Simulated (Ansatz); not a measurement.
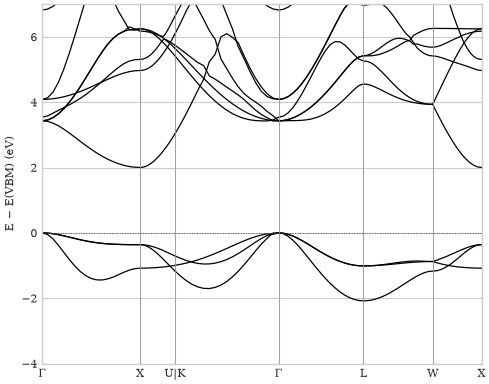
Figure: Band structure from r²SCAN in the plane-wave PAW code Ansatz

### Question
Read off the gap and where the band edges lie.

### Answer
About 2.0 eV (2.00 eV by a search for the band edges); maximum at Γ, minimum at X.

The material is BaTe (rock salt, Fm-3m).

The r²SCAN relaxation kept the symmetry of its start; of distortions, only those at the zone centre were tested. Spin–orbit coupling is left out wherever it is not named.

Potentials: the later of the program's two PAW sets.
